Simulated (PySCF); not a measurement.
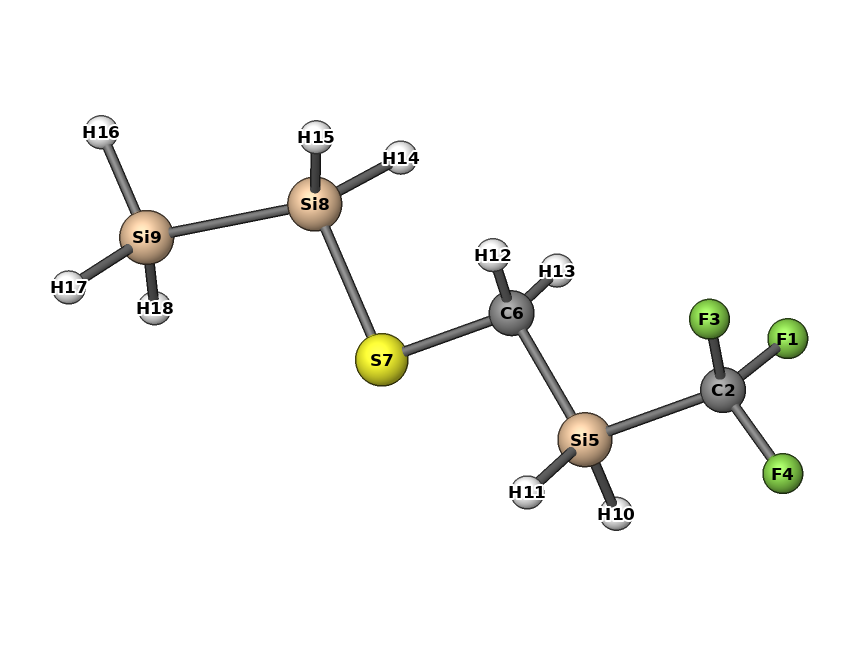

The questions are on Mulliken charges. The computed structure is the end point of a GFN2-xTB optimisation. No frequency run is at hand to confirm it as a minimum. Level of theory: PBE0/pcSseg-1, gas phase (PySCF 2.14.0).

Give the Mulliken charges atom by atom.

| atom | value (e) |
| --- | --- |
| F1 | −0.28 |
| C2 | 0.52 |
| F3 | −0.28 |
| F4 | −0.27 |
| Si5 | 0.70 |
| C6 | −0.66 |
| S7 | −0.31 |
| Si8 | 0.30 |
| Si9 | 0.19 |
| H10 | −0.04 |
| H11 | −0.04 |
| H12 | 0.20 |
| H13 | 0.20 |
| H14 | −0.04 |
| H15 | −0.04 |
| H16 | −0.05 |
| H17 | −0.04 |
| H18 | −0.04 |

Mulliken values depend strongly on the basis set and can even reverse the polarity of a bond. The geometry is semi-empirical. Around Si such bond lengths and angles can be off by a tenth of an ångström or more and by several degrees, and values that hang on the shape move with them.
